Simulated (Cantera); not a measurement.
A closed system holds: 1 mol AlN, 9.6 mol O2, 0.53 mol H2, 6.2 mol NF3, held at 0.158 Torr.

Method: chemical equilibrium by Gibbs-energy minimisation in Cantera with the NASA 1993 tables (ideal gas, pure condensed phases). Candidate condensed phases: Al, AlF3, AlN, Al2O3, H2O; 57 gas species. Equilibrium is a limit: real reactors are often held back by kinetics, nucleation or transport.

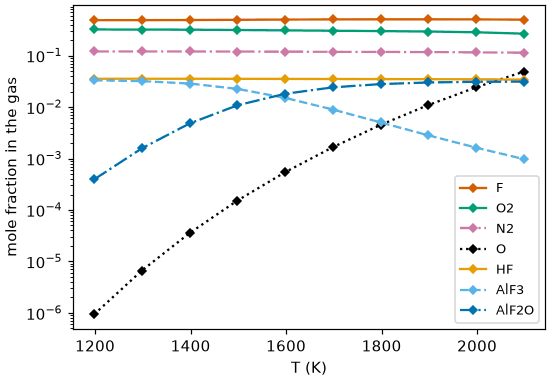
Equilibrium gas composition (values under 1e-9 drawn at 1e-9)

Question: Read off the mole fractions at 1598 K.

Answer: F about 0.50, O2 about 0.31, N2 about 0.12, HF about 0.035, AlF2O about 0.018, AlF3 about 0.015, O about 0.00054.
